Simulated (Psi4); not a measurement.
**One shape, several levels: C2H2FN (SMILES N#CCF)**

Aim: a comparison of 3 runs (HF-D3(BJ)/6-311++G**, B3LYP/cc-pVDZ, PBE0/def2-SVP) of C2H2FN. 

Program for the calculation: Psi4 1.11.

2 further runs of the same task are left out: 1 that didn't finish, 1 set aside as unsound or not needed.

### 1 The molecule

The species is C2H2FN (6 atoms), meant as a singlet with charge 0. As SMILES, `N#CCF`. The shape is that of a PBE0-D4/def2-TZVP optimisation.

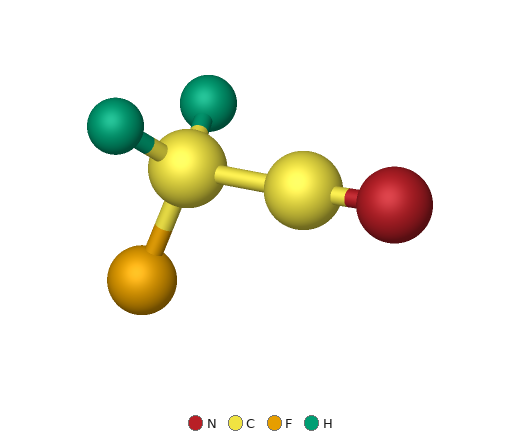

The structure, seen from a chosen angle (nitrogen red, carbon yellow, fluorine amber, hydrogen teal).

### 2 The energy at HF-D3(BJ)/6-311++G(d,p) (density fitting) (run 1)

run_ase.py

```python
import numpy as np
from ase.calculators.psi4 import Psi4
from ase import Atoms

atoms = Atoms(['N', 'C', 'C', 'F', 'H', 'H'], positions=[
    [-1.529900, -1.437900, 0.378100],
    [-0.705300, -0.665400, 0.173900],
    [0.326600, 0.340600, -0.065100],
    [1.299700, -0.150000, -0.893200],
    [0.778700, 0.627700, 0.888400],
    [-0.127700, 1.220900, -0.528300],
])
calc = Psi4(atoms=atoms, method='hf-d3bj2b', basis='6-311++G**', memory='1600MB', num_threads=1, charge=0, multiplicity=1, label='psi4-calc', reference='rhf')
calc.psi4.set_options({'scf_type': 'mem_df', 'diis_max_vecs': 8, 'print': 2})
atoms.calc = calc

print(f'energy: {atoms.get_potential_energy():.6f} eV')
```

The run is started by

```sh
python run_ase.py
```

psi4-calc.dat:

```text
[...]
  Running in c1 symmetry.
[...]
  Nuclear repulsion =  100.217958129320351
[...]
  Multiplicity = 1
[...]
  Nalpha       = 15
  Nbeta        = 15
[...]
   @DF-RHF iter   1:  -230.76443612153753   -9.85257e-01   4.15361e-03 ADIIS/DIIS
[...]
   @DF-RHF iter   9:  -230.85424855007770   -2.62766e-08   4.79044e-07 DIIS
[...]
    Orbital Energies [Eh]
    ---------------------
    Doubly Occupied:
       1A    -26.328505     2A    -15.601041     3A    -11.386972
       4A    -11.297285     5A     -1.644281     6A     -1.250971
       7A     -1.050093     8A     -0.789963     9A     -0.758258
      10A     -0.743599    11A     -0.632721    12A     -0.600969
      13A     -0.576366    14A     -0.499427    15A     -0.487341
[...]
  @DF-RHF Final Energy:  -230.85424855007770
   => Energetics <=
    Nuclear Repulsion Energy =            100.2179581293203512
    One-Electron Energy =                -514.7934795872554332
    Two-Electron Energy =                 183.7489608273128567
    Total Energy =                       -230.8542485500776991
[...]
 Multipole Moments:
 ------------------------------------------------------------------------------------
     Multipole            Electronic (a.u.)      Nuclear  (a.u.)        Total (a.u.)
 ------------------------------------------------------------------------------------
 L = 1.  Multiply by 2.5417464519 to convert [e a0] to [Debye]
 Dipole X            :          1.0606894           -0.6015948            0.4590946
 Dipole Y            :         -0.9888689            2.2723839            1.2835150
 Dipole Z            :         -1.0928519            1.3365454            0.2436935
 Magnitude           :                                                    1.3847618
[...]
```

The script printed:

```text
energy: -6281.864073 eV
```

It took 4.2 s on 1 thread of AMD EPYC 7B13 (Zen 3), shared host; peak memory 0.27 GiB.

### 3 The energy at B3LYP/cc-pVDZ (run 2)

calc.dat

```
memory 1600 MB

molecule geom {
  0 1
  N     -1.529900    -1.437900     0.378100
  C     -0.705300    -0.665400     0.173900
  C      0.326600     0.340600    -0.065100
  F      1.299700    -0.150000    -0.893200
  H      0.778700     0.627700     0.888400
  H     -0.127700     1.220900    -0.528300
  symmetry c1
}

set basis cc-pVDZ
set reference rks
set puream true
set e_convergence 1e-09
set d_convergence 1e-08
set scf_type pk
set dft_radial_points 99
set dft_spherical_points 590

E, wfn = energy("b3lyp", return_wfn=True)
oeprop(wfn, "LOWDIN_CHARGES", "MULLIKEN_CHARGES", "DIPOLE")
print_variables()
```

The run is started by

```sh
psi4 -n 1 calc.dat calc.out
```

calc.out:

```text
[...]
  Running in c1 symmetry.
[...]
  Nuclear repulsion =  100.217958129320351
[...]
  Multiplicity = 1
[...]
  Nalpha       = 15
  Nbeta        = 15
[...]
    Number of basis functions: 66
[...]
   @RKS iter   1:  -231.83836694027829   -4.33179e-01   8.13615e-03 DIIS/ADIIS
[...]
   @RKS iter  11:  -231.98204045032764   -5.14433e-12   6.61137e-09 DIIS
[...]
    Orbital Energies [Eh]
    ---------------------
    Doubly Occupied:
       1A    -24.713218     2A    -14.352315     3A    -10.322759
       4A    -10.242403     5A     -1.232316     6A     -0.930593
       7A     -0.779595     8A     -0.571634     9A     -0.536205
      10A     -0.535733    11A     -0.408579    12A     -0.394817
      13A     -0.374593    14A     -0.361190    15A     -0.344729
[...]
  @RKS Final Energy:  -231.98204045032764
   => Energetics <=
    Nuclear Repulsion Energy =            100.2179581293203512
    One-Electron Energy =                -515.3933766560813865
    Two-Electron Energy =                 206.5848889730260112
    DFT Exchange-Correlation Energy =     -23.3915108965925853
    Empirical Dispersion Energy =           0.0000000000000000
    VV10 Nonlocal Energy =                  0.0000000000000000
    Total Energy =                       -231.9820404503276450
[...]
 Multipole Moments:
 ------------------------------------------------------------------------------------
     Multipole            Electronic (a.u.)      Nuclear  (a.u.)        Total (a.u.)
 ------------------------------------------------------------------------------------
 L = 1.  Multiply by 2.5417464519 to convert [e a0] to [Debye]
 Dipole X            :          1.0551768           -0.6015948            0.4535820
 Dipole Y            :         -1.1868595            2.2723839            1.0855244
 Dipole Z            :         -1.1722326            1.3365454            0.1643128
 Magnitude           :                                                    1.1878967
[...]
  Mulliken Charges: (a.u.)
   Center  Symbol    Alpha    Beta     Spin     Total
       1     N     3.53823  3.53823  0.00000 -0.07647
       2     C     3.07346  3.07346  0.00000 -0.14691
       3     C     2.84618  2.84618  0.00000  0.30764
       4     F     4.60533  4.60533  0.00000 -0.21067
       5     H     0.46839  0.46839  0.00000  0.06321
       6     H     0.46840  0.46840  0.00000  0.06320
   Total alpha = 15.00000, Total beta = 15.00000, Total charge = -0.00000
  Lowdin Charges: (a.u.)
   Center  Symbol    Alpha    Beta     Spin     Total
[...]
```

Wall time 12 s (1 thread of AMD EPYC 7B13 (Zen 3), shared host); peak memory 0.87 GiB.

### 4 The energy at PBE0/def2-SVP (run 3)

c2h2fn.dat

```
memory 1600 MB

molecule {
  0 1
  N     -2.89109200    -2.71723719     0.71450545
  C     -1.33282384    -1.25742376     0.32862337
  C      0.61718455     0.64364072    -0.12302117
  F      2.45607704    -0.28345892    -1.68790337
  H      1.47152973     1.18618109     1.67883269
  H     -0.24131803     2.30716663    -0.99834231
  units au
  symmetry c1
  no_reorient
  no_com
}

set basis def2-SVP
set puream true
set e_convergence 1e-09
set d_convergence 1e-08
set scf_type pk
set dft_radial_points 99
set dft_spherical_points 590

e_tot, wfn = energy("pbe0", return_wfn=True)
oeprop(wfn, "MAYER_INDICES", "QUADRUPOLE", "WIBERG_LOWDIN_INDICES")
```

The run is started by

```sh
psi4 -i c2h2fn.dat -o c2h2fn.out -n 1
```

c2h2fn.out:

```text
[...]
  Running in c1 symmetry.
[...]
  Nuclear repulsion =  100.217958228841454
[...]
  Multiplicity = 1
[...]
  Nalpha       = 15
  Nbeta        = 15
[...]
    Number of basis functions: 66
[...]
   @RKS iter   1:  -231.42186950702364   -4.45118e-01   7.45025e-03 ADIIS/DIIS
[...]
   @RKS iter  11:  -231.54133912117703   -1.81899e-12   4.38885e-09 DIIS
[...]
    Orbital Energies [Eh]
    ---------------------
    Doubly Occupied:
       1A    -24.789501     2A    -14.412080     3A    -10.369767
       4A    -10.289974     5A     -1.244309     6A     -0.946133
       7A     -0.794903     8A     -0.589004     9A     -0.554855
      10A     -0.554399    11A     -0.424609    12A     -0.413076
      13A     -0.388571    14A     -0.378360    15A     -0.360457
[...]
  @RKS Final Energy:  -231.54133912117703
   => Energetics <=
    Nuclear Repulsion Energy =            100.2179582288414537
    One-Electron Energy =                -514.9973413826478463
    Two-Electron Energy =                 204.9545336416678367
    DFT Exchange-Correlation Energy =     -21.7164896090384651
    Empirical Dispersion Energy =           0.0000000000000000
    VV10 Nonlocal Energy =                  0.0000000000000000
    Total Energy =                       -231.5413391211770318
[...]
 Multipole Moments:
 ------------------------------------------------------------------------------------
     Multipole            Electronic (a.u.)      Nuclear  (a.u.)        Total (a.u.)
 ------------------------------------------------------------------------------------
 L = 1.  Multiply by 2.5417464519 to convert [e a0] to [Debye]
 Dipole X            :          1.6453950           -1.1965747            0.4488203
 Dipole Y            :         22.8909685          -21.7611411            1.1298274
 Dipole Z            :          8.4614018           -8.2754886            0.1859132
 Magnitude           :                                                    1.2298428
 L = 2.  Multiply by 1.3450342976 to convert [e a0^2] to [Debye ang]
 Quadrupole XX       :       -147.9470384          127.9673716          -19.9796669
 Quadrupole XY       :        -64.7000454           62.3524631           -2.3475824
[...]
```

Wall time 9.9 s (1 thread of AMD EPYC 7B13 (Zen 3), shared host); peak memory 0.81 GiB.

### 5 Overview of the runs

```
run                                   level  integrals  integral approximation  energy (Eh)  dipole moment (D)  HOMO energy (eV)  LUMO energy (eV)  wall time
  1  HF-D3(BJ)/6-311++G** (density fitting)     mem_df       program's default  -230.854249               3.52            -13.26              0.89      4.2 s
  2                           B3LYP/cc-pVDZ         pk                    none  -231.982040               3.02             -9.38             -0.35       12 s
  3                           PBE0/def2-SVP         pk                    none  -231.541339               3.13             -9.81             -0.23      9.9 s
```

### 6 Outcome

```
            quantity          value
 run 3: total energy  -231.54134 Eh
run 3: dipole moment         3.13 D
  run 3: HOMO energy       -9.81 eV
  run 3: LUMO energy       -0.23 eV
run 3: HOMO–LUMO gap        9.58 eV
```

The dipole moment (its size) runs from 3.02 D (B3LYP/cc-pVDZ) to 3.52 D (HF-D3(BJ)/6-311++G**). The two ends differ in method and basis. The HOMO–LUMO gap runs from 9.04 eV (B3LYP/cc-pVDZ) to 14.16 eV (HF-D3(BJ)/6-311++G**). Totals of different functionals can't be ranked against each other. All runs together took 26 s, the longest 12 s.
